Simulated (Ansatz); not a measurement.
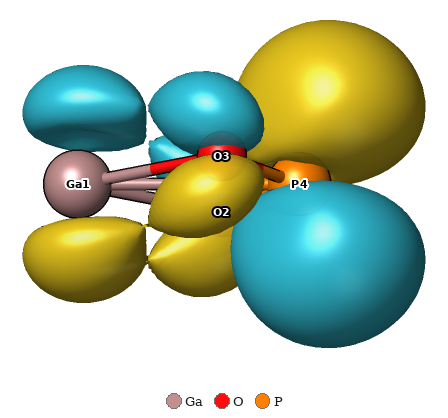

*GaO$_{2}$P. The LUMO at ±0.1 Å⁻³ᐟ² (yellow and cyan are the two phases), seen from one side.*

Geometry: r2SCAN-D4/def2-SVP.

The calculation used isolated molecule in a Gaussian basis; Kohn-Sham density functional theory, functional PBE0 (Ansatz 0.2.0).

Where does this orbital lie, and at what energy?

Answer. Its weight (Hirshfeld) is mainly on P4 (about 65 %), Ga1 (about 15 %), O2 (about 10 %) and O3 (about 10 %); it changes sign across the molecular plane (π type); π-bonding across Ga1–O2 and Ga1–O3. Its energy is −2.44 eV.
